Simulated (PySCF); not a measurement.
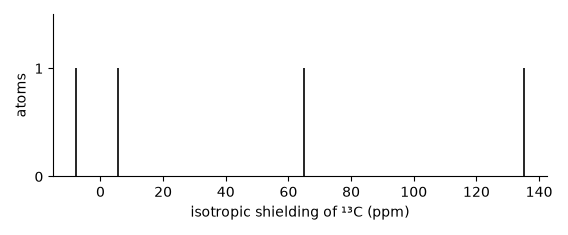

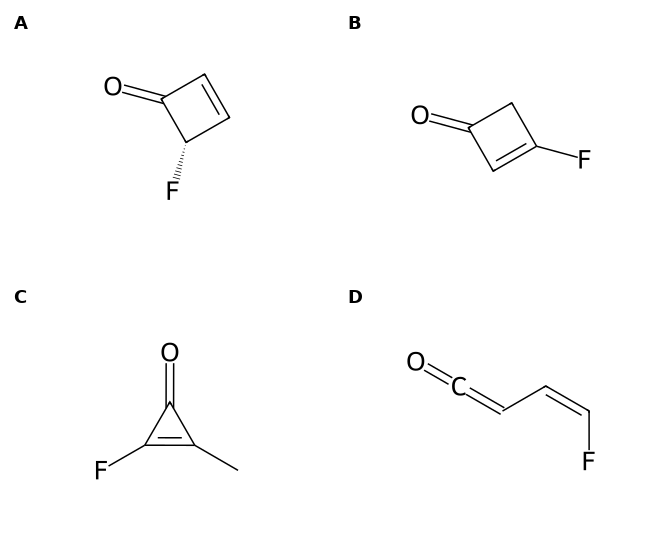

The sticks are computed shieldings of one of the molecules, for one fixed geometry (GFN2-xTB) without averaging over rotations. Low shielding means a high chemical shift. Method: GIAO PBE0/pcSseg-1 NMR shielding, non-relativistic, gas phase (PySCF 2.14.0).

> Match the spectrum to a structure.

B, `O=C1C=C(F)C1`. Its 4 C atoms give lines at −7.9, 5.5, 64.9, 135.2 ppm.
